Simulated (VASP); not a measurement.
Band structure of CdS (relaxed from the rock salt structure, space group Fm-3m). These are r2SCAN meta-GGA, VASP's PBE PAW potentials (set 64) (plane waves; VASP) values and carry that method's errors.

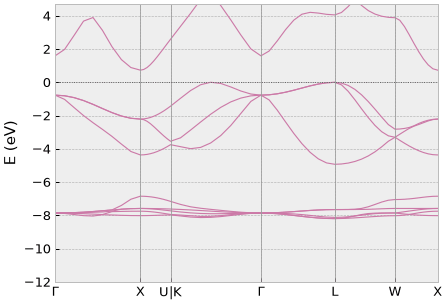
Bands along high-symmetry lines, zero at the valence-band maximum or, without a gap, the Fermi level

Problem. Read the plot: is there a gap, and where are the band edges?

Solution. The gap is indirect, 0.73 eV, from the valence maximum at K-Γ at 0.44 to the conduction minimum at X.

The structure was generated: CdS was put into the rock salt type (Fm-3m), which need not be its known phase. It was relaxed first.
